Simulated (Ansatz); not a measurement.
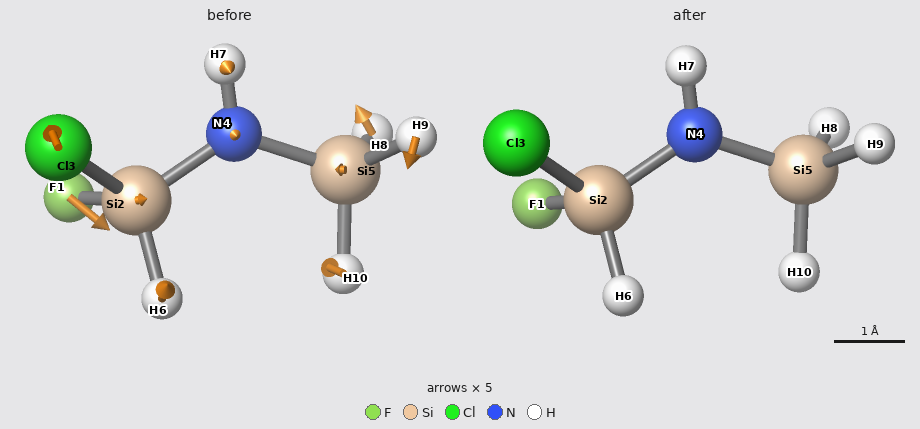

The structure of Si2NH5ClF before (left) and after (right) a relaxation, at one scale. The orange arrows give the displacements, magnified 5 times.

The picture is a ball-and-stick view, seen at a tilt.

The start comes from PBE-D4/def2-SVP.

Theory: Ansatz 0.2.0, RKS PBE0-D4/def2-TZVP. Set-up: force threshold 0.005 eV/Å; at most 150 steps.

Question: What changed between the two?

Answer: The energy falls by 0.084 eV in 13 geometry steps. The largest force component goes from 1.2 to 0.0022 eV/Å. The atom that moves furthest after the best rigid fit is F1 (0.15 Å). By element the largest moves are F 0.15 Å, H 0.14 Å, Cl 0.13 Å, Si 0.04 Å, N 0.03 Å. Near-neighbour distances that change, for instance: F1–Si2 1.634 → 1.591 Å, Si2–Cl3 2.070 → 2.041 Å, N4–Si5 1.765 → 1.736 Å, Si2–N4 1.723 → 1.695 Å.
